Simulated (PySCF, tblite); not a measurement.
# C₆H₈: vibronic structure

Aim: compute the vibronic structure of C₆H₈ (`C=C/C=C/C=C`).

Programs: tblite 0.8.0 and PySCF 2.14.0, with routines of our own; each step states its level. All values are computed. Atoms count from 0.

## 1. The system as given

14 atoms, charge 0, multiplicity 1; geometry from: force field or distance geometry start.

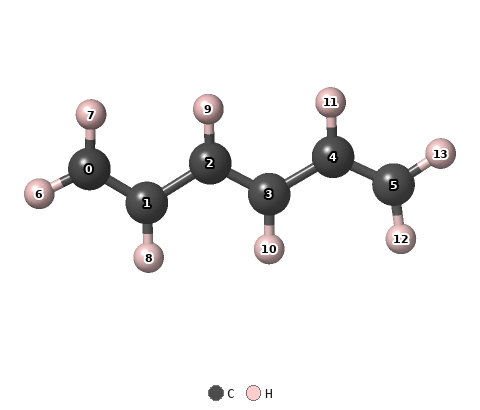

The starting geometry (carbon dark grey, hydrogen pink).

## 2. Optimising the geometry with GFN2-xTB

What the job is given:

```
{"job": {"kind": "relax", "xc": "GFN2-xTB", "basis": "xTB"}, "charge": 0, "multiplicity": 1}
C     -2.883700     0.893700    -0.433700
C     -1.896800     0.260900     0.170000
C     -0.537200     0.595000    -0.272800
C      0.489700    -0.001900     0.291100
C      1.850400     0.301000    -0.118000
C      2.917100    -0.263800     0.400700
H     -3.934300     0.721400    -0.175500
H     -2.661200     1.622600    -1.211100
H     -2.053400    -0.471300     0.962900
H     -0.383800     1.324200    -1.056200
H      0.297500    -0.734000     1.079800
H      1.993000     1.029000    -0.909500
H      2.869400    -1.000900     1.202800
H      3.932800     0.003600     0.047300
```

Run with:

```console
$ OMP_NUM_THREADS=1 python excited_run.py task.json out
```

One launch serves the whole session: the jobs run in the order shown.

Output:

```text
step      E/eV     max force
  0    -457.94642    1.765
  1    -458.01901    1.328
  2    -458.05522    0.528
  3    -458.07862    0.364
  4    -458.09581    0.420
  5    -458.10921    0.342
  6    -458.11787    0.286
  7    -458.12451    0.224
  8    -458.12847    0.143
  9    -458.13078    0.131
 10    -458.13256    0.136
 11    -458.13438    0.130
 12    -458.13578    0.111
 13    -458.13665    0.084
 14    -458.13722    0.063
 15    -458.13765    0.061
 16    -458.13787    0.031
 17    -458.13798    0.032
 18    -458.13811    0.037
 19    -458.13829    0.057
 20    -458.13852    0.055
 21    -458.13877    0.047
 22    -458.13902    0.057
 23    -458.13931    0.063
 24    -458.13960    0.065
 25    -458.13979    0.038
 26    -458.13988    0.028
 27    -458.13993    0.026
 28    -458.14002    0.035
 29    -458.14014    0.046
 30    -458.14026    0.038
 31    -458.14035    0.025
 32    -458.14042    0.029
 33    -458.14053    0.040
 34    -458.14069    0.056
 35    -458.14088    0.050
 36    -458.14099    0.024
 37    -458.14102    0.011
 38    -458.14103    0.009
```

Wall time 0.16 s (1 thread of Arm Neoverse V1, shared host).

Along the way: (not every step is listed)

```tsv
step	energy from step 0 (eV)	largest force (eV/Å)
0	0.0000	1.7648
1	-0.0726	1.3275
2	-0.1088	0.5277
3	-0.1322	0.3644
4	-0.1494	0.4202
5	-0.1628	0.3425
6	-0.1714	0.2857
7	-0.1781	0.2235
8	-0.1821	0.1433
10	-0.1861	0.1356
12	-0.1894	0.1111
14	-0.1908	0.0628
16	-0.1915	0.0306
18	-0.1917	0.0372
20	-0.1921	0.0555
22	-0.1926	0.0569
24	-0.1932	0.0653
26	-0.1935	0.0281
28	-0.1936	0.0354
30	-0.1938	0.0384
32	-0.1940	0.0286
33	-0.1941	0.0400
34	-0.1943	0.0564
35	-0.1945	0.0503
36	-0.1946	0.0244
37	-0.1946	0.0114
38	-0.1946	0.0090
```

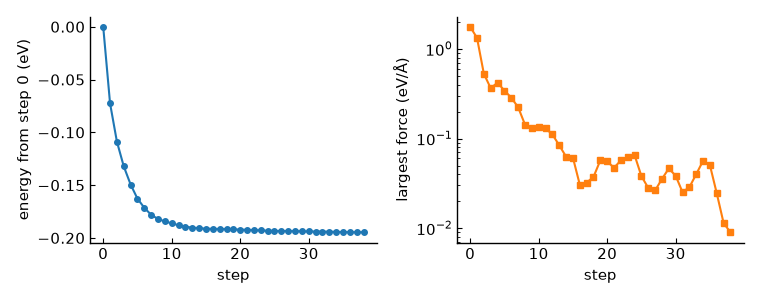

Energy and largest force along the relaxation.

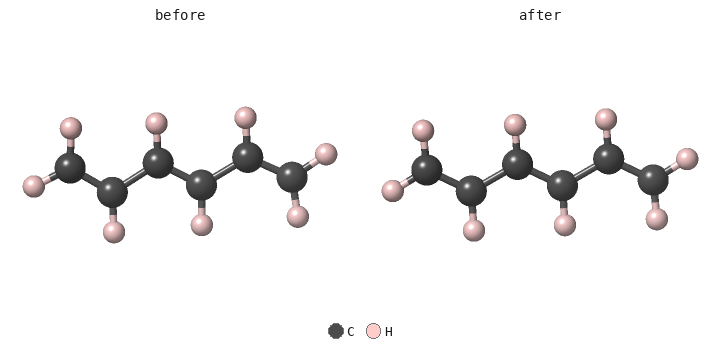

Before and after, at one scale.

Distances of close pairs at the start and the end, largest changes first:

```tsv
bond	before (Å)	after (Å)	change (Å)
C5–H13	1.108	1.076	-0.032
C1–C2	1.468	1.439	-0.030
C2–C3	1.315	1.343	+0.028
C0–H6	1.095	1.076	-0.019
C4–C5	1.314	1.331	+0.018
C3–C4	1.453	1.439	-0.014
C0–C1	1.319	1.332	+0.013
C5–H12	1.090	1.078	-0.013
```

The final coordinates are the input of the step that follows.

## 3. Harmonic vibrations with GFN2-xTB

What the job is given:

```
{"job": {"kind": "ir", "xc": "GFN2-xTB", "basis": "xTB"}, "charge": 0, "multiplicity": 1}
C     -2.957179     0.902438    -0.432964
C     -1.892931     0.318008     0.113582
C     -0.537163     0.598402    -0.277594
C      0.537375     0.010764     0.274137
C      1.892694     0.292967    -0.117457
C      2.957163    -0.289375     0.430588
H     -3.960415     0.672005    -0.119006
H     -2.857215     1.634142    -1.217882
H     -2.021693    -0.414993     0.900120
H     -0.402320     1.330558    -1.064137
H      0.403194    -0.721315     1.061086
H      2.021593     1.025292    -0.904628
H      2.856019    -1.021178     1.215155
H      3.960200    -0.058162     0.116833
```

Output:

```text
mode    cm-1     km/mol
  1      85.6      0.20
  2     147.3      0.46
  3     193.0      0.00
  4     230.0      0.46
  5     346.7      0.00
  6     444.1      0.00
  7     528.5      1.24
  8     581.2      0.00
  9     676.7      0.59
 10     808.5      0.00
 11     877.3     30.06
 12     879.9      0.23
 13     934.7      0.00
 14     966.8      1.79
 15     967.3      3.20
 16    1009.8      0.00
 17    1041.3     42.48
 18    1161.0      0.88
 19    1190.8      0.00
 20    1226.5      3.97
 21    1281.5      0.00
 22    1284.3      0.00
 23    1310.7      1.59
 24    1404.6      0.00
 25    1418.2      0.98
 26    1627.4      0.00
 27    1641.9      0.00
 28    1667.6      3.42
 29    3046.1      0.01
 30    3047.9      1.94
 31    3054.1      0.20
 32    3063.0    138.82
 33    3101.5     17.16
 34    3102.0     28.89
 35    3131.9     41.17
 36    3132.9     60.89
```

It took 0.28 s on 1 thread of Arm Neoverse V1, shared host.

The strongest bands and the atoms that carry them (share of the mass-weighted mode):

```tsv
cm⁻¹	km/mol	atoms
877	30.1	H13 31 %, H6 22 %, C5 13 %
1041	42.5	H10 20 %, H9 20 %, H11 18 %, H8 18 %
1226	4.0	H10 28 %, H9 28 %, C1 11 %, C4 11 %
3063	138.8	H9 32 %, H10 25 %, H8 18 %, H11 16 %
3102	17.2	H7 70 %, H6 23 %
3102	28.9	H12 70 %, H13 23 %
3132	41.2	H6 68 %, H7 20 %
3133	60.9	H13 68 %, H12 21 %
```

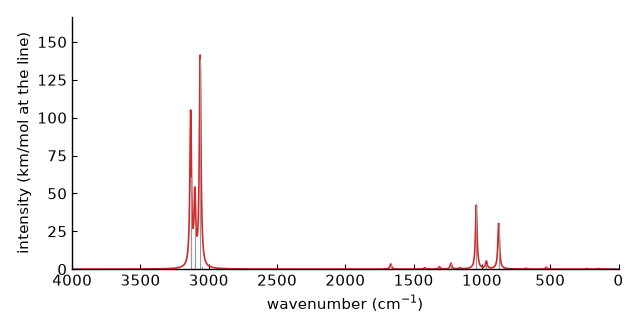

The infrared spectrum from these modes, unscaled. Lines are broadened to a width of 14 cm⁻¹ (Lorentzian).

## 4. Vibronic structure: TDDFT LC-wPBE/def2-SVP

The job, as its differences from that of step 3:

```diff
@@ -1,2 +1,2 @@
-{"job": {"kind": "ir", "xc": "GFN2-xTB", "basis": "xTB"}, "charge": 0, "multiplicity": 1}
+{"job": {"kind": "vib", "xc": "LC-wPBE", "basis": "def2-SVP", "tda": false}, "charge": 0, "multiplicity": 1}
 C     -2.957179     0.902438    -0.432964
```

With the program's defaults for keys left out, this is: TDDFT LC-wPBE/def2-SVP vertical-gradient vibronic structure (displaced harmonic oscillators, Condon), gas phase.

Output:

```text
final grid: 50856 points
cycle   1  E = -233.0273390294  dE =  1.001e+00  |g| = 2.331e-01  |ddm| = 3.924e+00
cycle   2  E = -233.0489179566  dE = -2.158e-02  |g| = 7.322e-02  |ddm| = 5.068e-01
cycle   3  E = -233.0506655816  dE = -1.748e-03  |g| = 3.965e-02  |ddm| = 1.504e-01
cycle   4  E = -233.0511510346  dE = -4.855e-04  |g| = 1.193e-02  |ddm| = 6.085e-02
cycle   5  E = -233.0512039381  dE = -5.290e-05  |g| = 3.018e-03  |ddm| = 1.597e-02
cycle   6  E = -233.0512127661  dE = -8.828e-06  |g| = 7.943e-04  |ddm| = 7.955e-03
cycle   7  E = -233.0512133649  dE = -5.988e-07  |g| = 2.975e-04  |ddm| = 2.132e-03
cycle   8  E = -233.0512134040  dE = -3.914e-08  |g| = 5.459e-05  |ddm| = 5.144e-04
cycle   9  E = -233.0512134058  dE = -1.744e-09  |g| = 7.176e-06  |ddm| = 1.299e-04
cycle  10  E = -233.0512134058  dE = -3.382e-11  |g| = 1.242e-06  |ddm| = 2.247e-05
converged SCF energy = -233.0512134058

Singlet excitations (eV, f): 5.298 (1.1606)  7.375 (0.0000)  7.486 (0.0000)  7.694 (0.0000)  7.929 (0.0009)  7.954 (0.0000)

State S1  5.2978 eV  f = 1.16056  H->L 0.97
  relaxed dipole 0.004 D, largest gradient of the excitation energy 0.1085 Eh/bohr
  mode    cm-1        S   lambda/meV  Raman
   26   1627.4    2.0366     410.9   1.000
   19   1190.8    0.4721      69.7   0.124
   27   1641.9    0.1578      32.1   0.079
    5    346.7    0.2204       9.5   0.005
   24   1404.6    0.0496       8.6   0.018
   22   1284.3    0.0466       7.4   0.014
   21   1281.5    0.0424       6.7   0.013
   13    934.7    0.0529       6.1   0.009
    6    444.1    0.0127       0.7   0.000
  reorganisation energy 0.5528 eV, total S 3.094, 0-0 4.7450 eV
  absorption maximum 5.147 eV, width 0.624 eV

State T1  2.5299 eV  f = 0.00000  H->L 0.90
  relaxed dipole 0.001 D, largest gradient of the excitation energy 0.1267 Eh/bohr
  mode    cm-1        S   lambda/meV  Raman
   26   1627.4    2.7562     556.1   1.000
   19   1190.8    0.5930      87.6   0.115
   27   1641.9    0.1751      35.7   0.065
   22   1284.3    0.0891      14.2   0.020
   24   1404.6    0.0610      10.6   0.016
   21   1281.5    0.0571       9.1   0.013
   13    934.7    0.0658       7.6   0.008
    5    346.7    0.1578       6.8   0.003
    6    444.1    0.0057       0.3   0.000
  reorganisation energy 0.7303 eV, total S 3.967, 0-0 1.7996 eV
  absorption maximum 2.404 eV, width 0.820 eV
```

Run time: 23 s. Hardware: 1 thread of Arm Neoverse V1, shared host; peak memory 0.58 GiB.

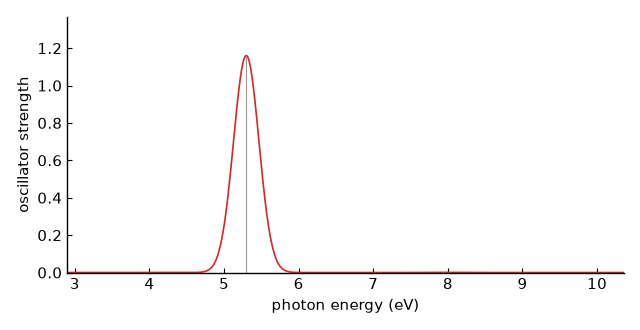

Absorption lines of the singlets. Lines are broadened to a width of 0.40 eV (Gaussian).

## 5. Vibronic structure: TDDFT LC-wPBE/def2-SVP

The job, as its differences from that of step 4:

```diff
@@ -1,2 +1,2 @@
-{"job": {"kind": "vib", "xc": "LC-wPBE", "basis": "def2-SVP", "tda": false}, "charge": 0, "multiplicity": 1}
+{"job": {"kind": "vib", "xc": "LC-wPBE", "basis": "def2-SVP", "tda": false, "fwhm_ev": 0.08, "nbright": 1, "scf": {"max_cycle": 1}, "maxiter": 30}, "charge": 0, "multiplicity": 1}
 C     -2.957179     0.902438    -0.432964
```

With the program's defaults for keys left out, this is: TDDFT LC-wPBE/def2-SVP vertical-gradient vibronic structure (displaced harmonic oscillators, Condon), gas phase.

Output:

```text
final grid: 50856 points
cycle   1  E = -233.0273390294  dE =  1.001e+00  |g| = 2.331e-01  |ddm| = 3.924e+00
SCF not converged, last energy = -233.0273390294
```

It took 2.3 s on 1 thread of Arm Neoverse V1, shared host; peak memory 0.52 GiB.

**What went wrong.** The cap of 1 cycle ended the SCF at a gradient of 2.3e-01. The remedy is to raise the cap. Numbers printed on the way are no properties of the molecule.

## 6. Summary of results

```
                                                                                        quantity                               value
                                                       strongest single infrared mode (GFN2-xTB)               3063 cm⁻¹, 139 km/mol
                                                                    zero-point energy (GFN2-xTB)                       72.4 kcal/mol
S1: vertical, reorganisation, 0-0, total S (step 4, TDDFT LC-wPBE/def2-SVP, modes from GFN2-xTB)            5.30, 0.55, 4.75 eV; 3.1
  T1: vertical, reorganisation, 0-0, total S (step 4, TDA LC-wPBE/def2-SVP, modes from GFN2-xTB)            2.53, 0.73, 1.80 eV; 4.0
                                                                                            runs  1 failed, 0 ended on unsound input
```

What this shows: No mode is imaginary among the 36: a minimum at this level. The strongest single mode, at 3063 cm⁻¹, is spread over several atoms, H9, H10, H8, H11 among them. GFN2-xTB is a fitted tight-binding method: band positions and strengths are rough. Its intensities can rank the bands wrongly. The vibronic model keeps the ground-state modes (from xTB) and shifts them along the gradient alone, so it can miss much of the relaxation that a full optimisation finds.
